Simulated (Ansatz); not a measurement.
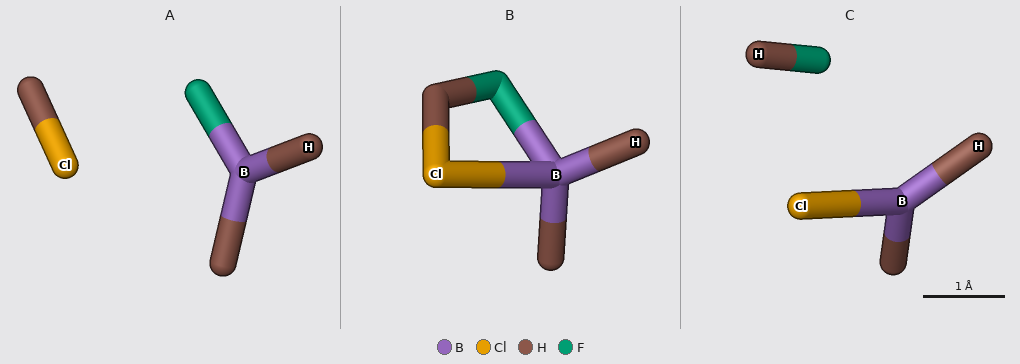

Three geometries of BH₃ClF: a saddle point and the two minima that it joins, in shuffled order. A stick model, seen from a free direction. Sticks join atoms that are closer than about 1.2 times the sum of their covalent radii (a little more with hydrogen).

Stationary points at PBE0-D4/def2-TZVP, single-point energies with CCSD(T)/CBS, wB97M-V, PBE-D4, PBE0-D4, wB97X-V, BLYP-D4 (def2-TZVPP where no basis is named; Ansatz 0.2.0). The energies are electronic, without zero-point or thermal terms, and both ends are the minima reached downhill from the saddle, with any fragments still in contact. CCSD(T)/CBS stands for a frozen-core estimate: MP2 correlation extrapolated from def2-TZVPP and def2-QZVPP, CCSD(T) minus MP2 from the smaller set.

Identify the saddle point and describe the reaction.

Frame B is the saddle point. Counted by bonded pieces, C holds BH₂Cl + HF and A holds BH₂F + HCl. From C over the saddle to A, bonds form: B–F (2.37 → 1.53 → 1.33 Å), Cl–H (2.70 → 1.53 → 1.28 Å). Bonds break: B–Cl (1.76 → 2.02 → 2.97 Å), F–H (0.93 → 1.19 → 2.81 Å). The saddle has one imaginary mode, 879i cm⁻¹. With CCSD(T)/CBS the barrier is 0.57 eV from C and 1.01 eV from A, and A lies 0.44 eV below C.

| level | barrier from C (eV) | barrier from A (eV) | A less C (eV) |
| --- | --- | --- | --- |
| CCSD(T)/CBS | 0.57 | 1.01 | −0.44 |
| wB97M-V | 0.48 | 0.94 | −0.47 |
| PBE-D4 | 0.26 | 0.67 | −0.41 |
| PBE0-D4 | 0.39 | 0.81 | −0.42 |
| wB97X-V | 0.50 | 0.97 | −0.47 |
| BLYP-D4 | 0.42 | 0.93 | −0.51 |

Against CCSD(T)/CBS, wB97X-V comes closest on the barrier from C (−0.08 eV) and PBE-D4 misses most (−0.31 eV).

Limits of the set-up: the start holds two separate molecules, 2.4 Å apart at their closest, whose relative position is a soft coordinate.
